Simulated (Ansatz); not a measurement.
# Profile along the Ag–Ag line in Ag (fcc, Cu type)

Ag (fcc, Cu type)

```cif
data_Ag4
_chemical_formula_sum 'Ag4'
_space_group_name_H-M_alt 'Fm-3m'
_space_group_IT_number 225
_space_group_name_Hall '-F 4 2 3'
_cell_length_a 4.10551
_cell_length_b 4.10551
_cell_length_c 4.10551
_cell_angle_alpha 90.000
_cell_angle_beta 90.000
_cell_angle_gamma 90.000
loop_
_atom_site_label
_atom_site_type_symbol
_atom_site_symmetry_multiplicity
_atom_site_Wyckoff_symbol
_atom_site_fract_x
_atom_site_fract_y
_atom_site_fract_z
_atom_site_occupancy
Ag1 Ag 4 a 0.00000 0.00000 0.00000 1
```
(The calculation used a cell of 1 atom; values per cell refer to that cell.)

Fields along a shortest Ag–Ag line of a {110} plane (2.90 Å), from Ag to Ag, interpolated on the slice's grid (step about 0.1 Å). Computed with r2SCAN (plane waves to 500 eV, PAW, scalar-relativistic; Ansatz, an electronic-structure program). k mesh 19×19×19. These are valence fields of a PAW run, semicore shells included where kept as valence: close to a nucleus they are smooth pseudo fields. Ag was relaxed with its symmetry unable to fall. The PAW data are Ansatz's earlier set.

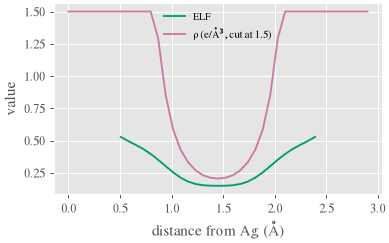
Figure. ELF (away from the nuclei) and valence density from Ag to Ag.

Density on the Ag–Ag line (2.90 Å) at its midpoint: 0.21 e/Å³. ELF at that point: 0.15.
